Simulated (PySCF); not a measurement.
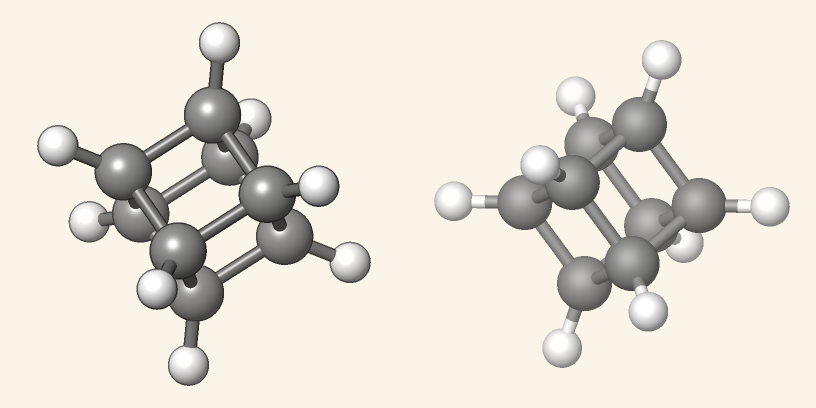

The same structure drawn twice, from different directions. Colours: carbon grey, hydrogen white.

The computed structure is the end point of a GFN2-xTB optimisation. No frequency run is at hand to confirm it as a minimum.

Describe the molecule.

The molecule is C8H8. As SMILES it reads `C12C3C4C1C1C2C3C41`. Independent rings (smallest set): 5 of 4 members. This geometry has Oh symmetry.

The parts below concern this one geometry. Atoms keep their numbers from picture to picture.

### Electronic properties

No frequency run is at hand to confirm it as a minimum. Level of theory: PBE0/def2-SVPD, gas phase (PySCF 2.14.0). Excitations: vertical, linear response.

> Give the LUMO energy (Kohn–Sham orbital) at this level.

0.91 eV.

> Give the mean static polarisability at this level.

72.5 bohr³.

> Estimate the lowest vertical singlet excitation.

7.06 eV.

> Give the HOMO energy (Kohn–Sham orbital) at this level.

−7.35 eV.

### NMR shielding

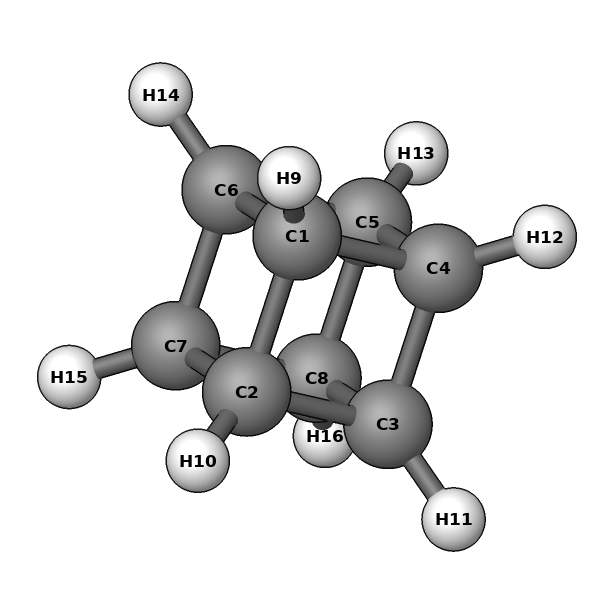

No frequency run is at hand to confirm it as a minimum. Level of theory: GIAO PBE0/pcSseg-1 NMR shielding, non-relativistic, gas phase (PySCF 2.14.0). Principal shieldings σ11 ≤ σ22 ≤ σ33, span Ω = σ33 − σ11, skew κ = 3(σiso − σ22)/Ω.

Give the shielding tensors of the C atoms.

```
       atom    σ11    σ22    σ33   σiso     Ω      κ
C1, C2, C3…  114.8  155.2  155.3  141.8  40.4  −1.00
```

Shieldings and span in ppm.

### Charges

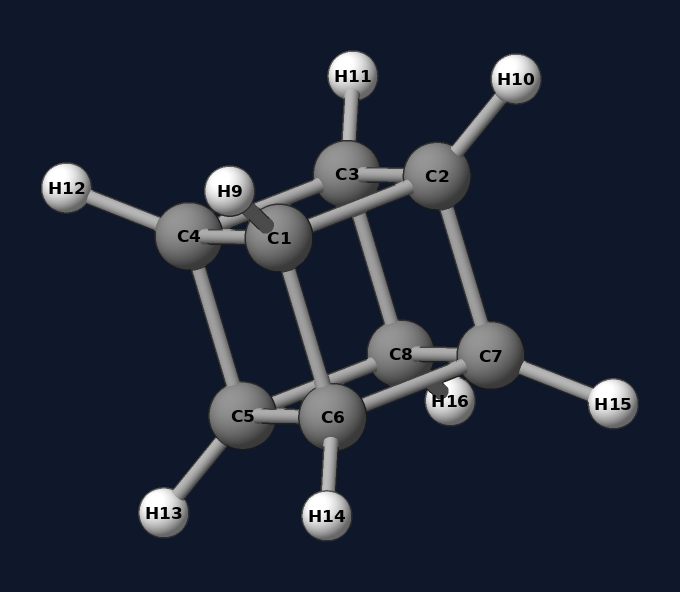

The questions are on IAO charges. No frequency run is at hand to confirm it as a minimum. Level of theory: PBE0/pcSseg-1, gas phase (PySCF 2.14.0).

Give the IAO charges atom by atom.

```json
{"atom": "C1", "value (e)": "−0.13"}
{"atom": "C2", "value (e)": "−0.13"}
{"atom": "C3", "value (e)": "−0.13"}
{"atom": "C4", "value (e)": "−0.13"}
{"atom": "C5", "value (e)": "−0.13"}
{"atom": "C6", "value (e)": "−0.13"}
{"atom": "C7", "value (e)": "−0.13"}
{"atom": "C8", "value (e)": "−0.13"}
{"atom": "H9", "value (e)": "0.13"}
{"atom": "H10", "value (e)": "0.13"}
{"atom": "H11", "value (e)": "0.13"}
{"atom": "H12", "value (e)": "0.13"}
{"atom": "H13", "value (e)": "0.13"}
{"atom": "H14", "value (e)": "0.13"}
{"atom": "H15", "value (e)": "0.13"}
{"atom": "H16", "value (e)": "0.13"}
```

### Bond orders

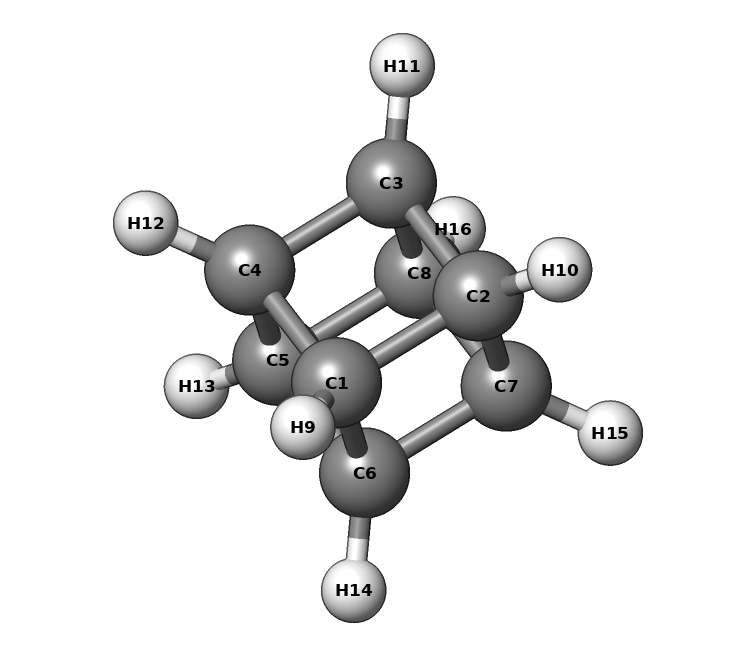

Every bond is drawn as one stick. No frequency run is at hand to confirm it as a minimum. Level of theory: PBE0/pcSseg-1 (PySCF 2.14.0).

List the Mayer bond orders of C1–C2, C1–H9 (one bond of each equivalent set).

```tsv
bond	Mayer order	length (Å)
C1–C2	0.95	1.543
C1–H9	1.01	1.084
```
